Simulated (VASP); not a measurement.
Band structure of TiAl (L1_0). Computed with MS2 meta-GGA, VASP's PBE PAW potentials (set 64) (plane waves; VASP).

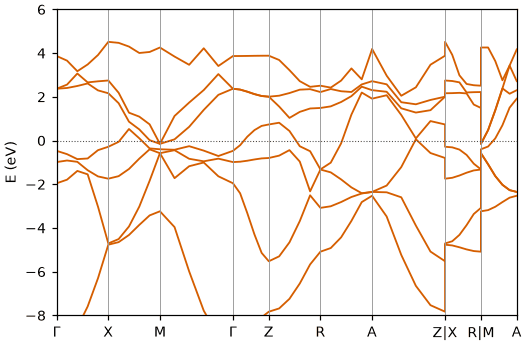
Fig. 1. Bands along high-symmetry lines, zero at the valence-band maximum or, without a gap, the Fermi level

### Question
Read the plot: is there a gap, and where are the band edges?

### Answer
It has no gap at this level: it comes out as a metal or semimetal.

The compound is TiAl in the L1_0 structure. It was relaxed first. The electron count is odd and the run is not spin-polarised, which forces a metal.
